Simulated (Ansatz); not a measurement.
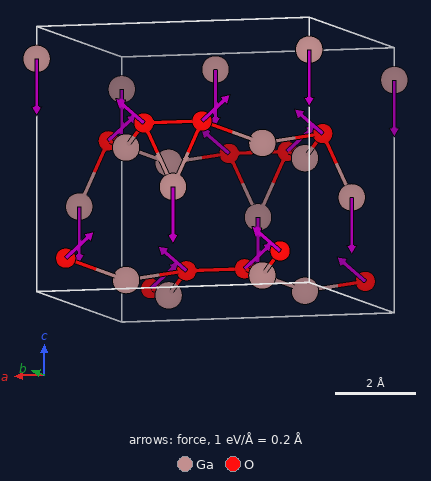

Starting geometry of solid Ga$_{3}$O$_{2}$ (a generated structure, set up in Fmm2) (coarse preliminary run) with the computed forces as purple arrows. Style: ball-and-stick. Shown: the conventional cell (4 times the calculation's cell), from a free direction. Lengths and directions refer to the drawn axes.

Computed with Ansatz 0.2.0, DFT PBE, scalar-relativistic, plane waves, PAW. (plane-wave cutoff 420 eV; k-point mesh 4 × 4 × 4; occupations gaussian; smearing width 0.1 eV; no spin polarisation; cell and atoms relaxed; force threshold 0.04 eV/Å; at most 70 steps)

Question: What follows when this structure is relaxed?

Answer: It isn't relaxed: the largest force vector, on a Ga atom, is 7.28 eV/Å. The final displacements have little in common with the starting forces (cosine between the two patterns 0.08). The largest moves relative to the cell, 1.07 Å, are those of O atoms. By element the largest moves are O 1.07 Å, Ga 0.89 Å. The drawn cell changes as follows: a 7.156 → 6.371 Å (−11.0 %), b 7.280 → 5.971 Å (−18.0 %), c 6.695 → 8.510 Å (+27.1 %); the volume changes by −7.2 %. Near-neighbour distances that change, for instance: O–O 1.526 → 2.744 Å, Ga–O 2.126 → 1.936 Å, Ga–O 1.805 → 1.964 Å. Among the angles between lasting bonds that change: O–Ga–O 158.6° → 102.4°, Ga–O–Ga 92.0° → 121.9°, Ga–O–Ga 117.7° → 100.9°. The space group stays Fmm2 (No. 42). The energy falls by 1239 meV per atom in 20 accepted moves (22 points after the start). Largest force component: 7.3 eV/Å at the start, 0.0071 eV/Å at the end. The pressure goes from 15.41 to 0.09 GPa. At 2 points the geometry stayed and the basis and grid were re-selected for the new cell (energy shift of 26.1 meV per atom at most each time).
